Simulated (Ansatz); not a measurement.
Input file:

```
crystal:
  periodic: [false, false, false]
  atoms:
    - {symbol: N, position_ang: [-0.430979, 1.148428, 0.184566]}
    - {symbol: C, position_ang: [0.054091, -0.061219, -0.289630]}
    - {symbol: F, position_ang: [0.122120, -0.132661, -1.658333]}
    - {symbol: B, position_ang: [0.337562, -1.307218, 0.515117]}
    - {symbol: O, position_ang: [1.346918, -0.472953, 0.255331]}
    - {symbol: H, position_ang: [-1.439473, 1.170071, 0.211366]}
    - {symbol: H, position_ang: [-0.075323, 1.941583, -0.336157]}
    - {symbol: H, position_ang: [0.177185, -2.343131, 1.061940]}
basis:
  gaussian: {orbitals: def2-TZVPP}
hamiltonian: {xc: pbe0, dispersion: d4}
output: {orbitals: {seedname: orbitals}}
```

Run with:

```sh
ansatz run in.yaml --threads 2 --pin off --events-out ev --progress --plain --max-ram 4352MiB
```

Geometry: PBE0-D4/def2-TZVP.

Computed with RKS PBE0-D4/def2-TZVPP in Ansatz.

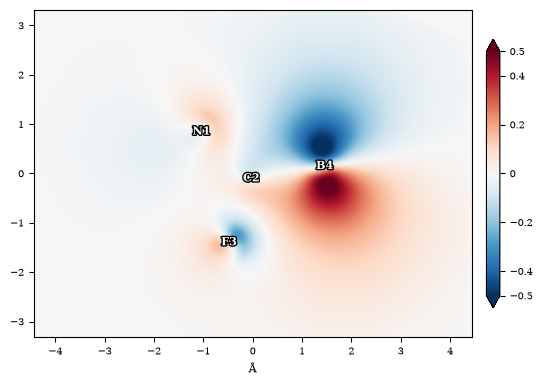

CH3BFNO (SMILES NC1(F)BO1). The LUMO on the plane of atoms N1, C2 and F3 (values in Å⁻³ᐟ²; the overall sign is arbitrary).

**Describe this orbital and give its energy.**

Its weight (Hirshfeld) is mainly on B4 (about 60 %), O5 (about 15 %), H8 (about 10 %) and C2 (about 10 %). Its energy is −0.75 eV.
